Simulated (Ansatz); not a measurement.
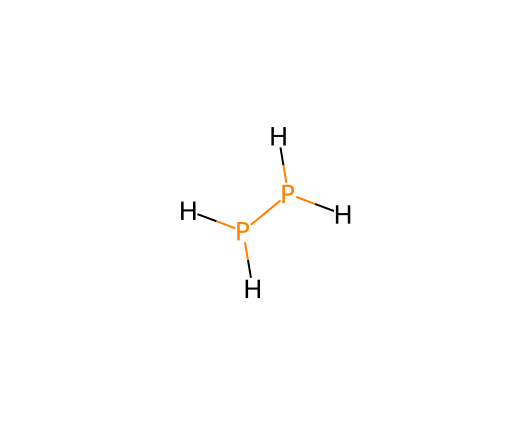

A structural formula.

Write the SMILES.

Answer. PP

Give the formula, hydrogens included.

Answer. P2H4.

An optimisation with PBE0-D4/def2-TZVP gave a structure of which point group?

Answer. C2h.

More results for the same structure follow; atom numbers are the same in all pictures, views and colours differ. The computed structure is the end point of a PBE0-D4/def2-TZVP optimisation.

### Geometry

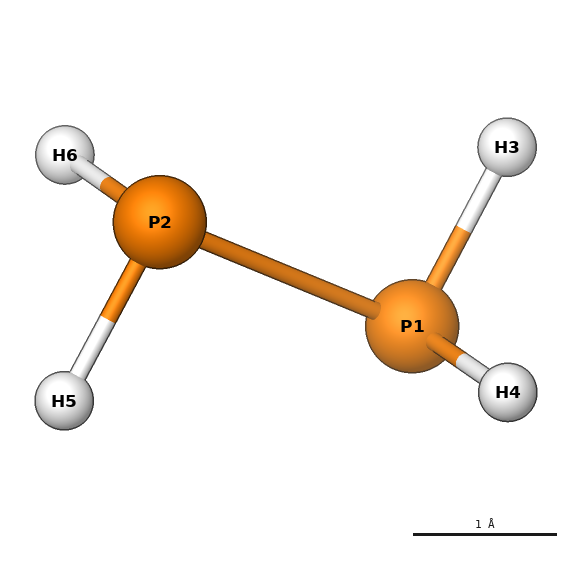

List the bonds and their lengths.

| bond | length (Å) | order |
| --- | --- | --- |
| P1–P2 | 2.227 | single |
| P1–H3 | 1.422 | single |
| P1–H4 | 1.422 | single |
| P2–H5 | 1.422 | single |
| P2–H6 | 1.422 | single |

### Vibrations

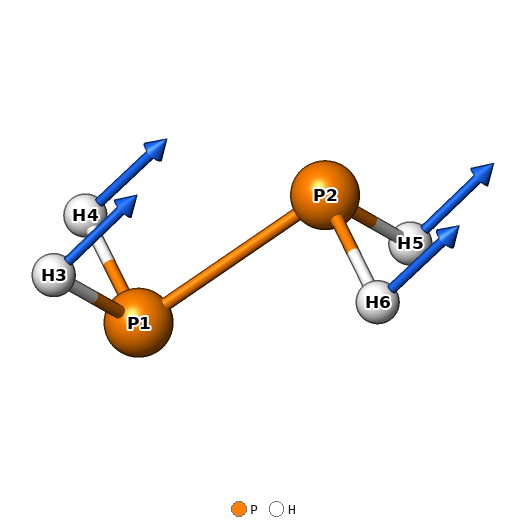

The arrows show one normal mode. Harmonic vibrations computed with RKS PBE0-D4/def2-TZVP (Ansatz 0.2.0) at a stationary point of the same level.

Describe the motion.

Answer. Mostly H–P–P bending.

Estimate its harmonic wavenumber.

Answer. 635 cm⁻¹; it is mode 4 of 12 counted from the lowest.

### Levels of theory compared

Program: Ansatz 0.2.0.

Tabulate HOMO energy (eV), HOMO–LUMO gap (eV), vertical IP (eV) at these levels: B3LYP-D4/def2-TZVPP; PBE-D4/def2-TZVPP; PBE0-D4/def2-TZVPP; r2SCAN-D4/def2-TZVPP; ωB97M-V/def2-TZVPP; ωB97X-V/def2-TZVPP.

```tsv
level	HOMO energy (eV)	HOMO–LUMO gap (eV)	vertical IP (eV)
B3LYP-D4/def2-TZVPP	−6.69	6.29	9.10
PBE-D4/def2-TZVPP	−5.83	4.78	8.94
PBE0-D4/def2-TZVPP	−6.89	6.71	9.05
r2SCAN-D4/def2-TZVPP	−6.04	5.25	8.97
ωB97M-V/def2-TZVPP	−8.94	10.60	9.17
ωB97X-V/def2-TZVPP	−9.10	10.97	9.16
```

### Thermal motion

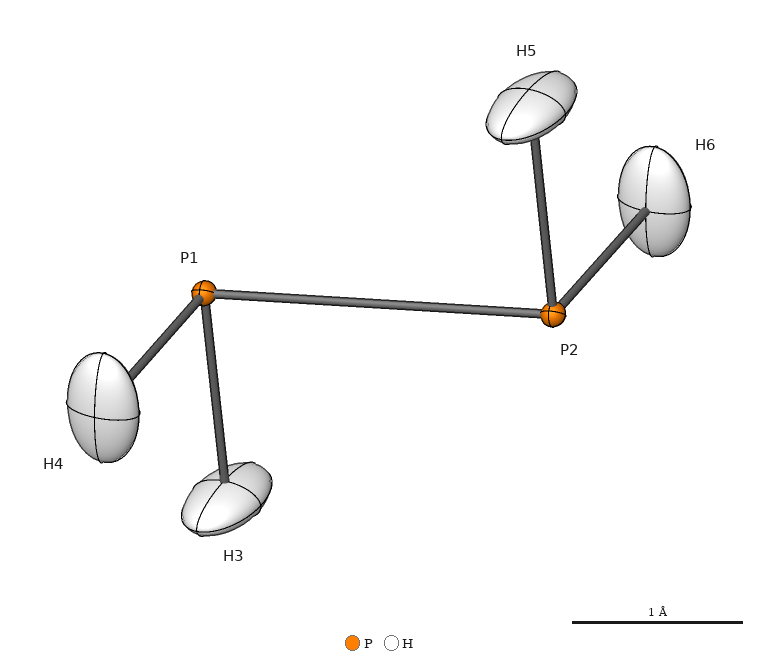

Displacement ellipsoids at the 50 % level, from the internal vibrations of the free molecule (harmonic, no overall translation or rotation; no half-axis is drawn under 0.075 Å). Vibrations computed with RKS PBE0-D4/def2-TZVP (Ansatz 0.2.0). Temperature: 0 K (zero-point motion alone).

Which atom moves most?

Answer. H3, H4, H5, H6, with U_eq = 0.0281 Å².

Does H6 move more along its bond or across it?

Answer. Across it: the root-mean-square amplitude is 0.083 Å along the bond and up to 0.236 Å across, since bending and torsion are softer than stretching.

List U_eq and the three principal root-mean-square amplitudes for each kind of atom.

```tsv
atom	U_eq (Å²)	rms amplitudes (Å)
P1, P2	0.00026	0.006, 0.011, 0.025
H3, H4, H5, H6	0.0281	0.082, 0.148, 0.236
```
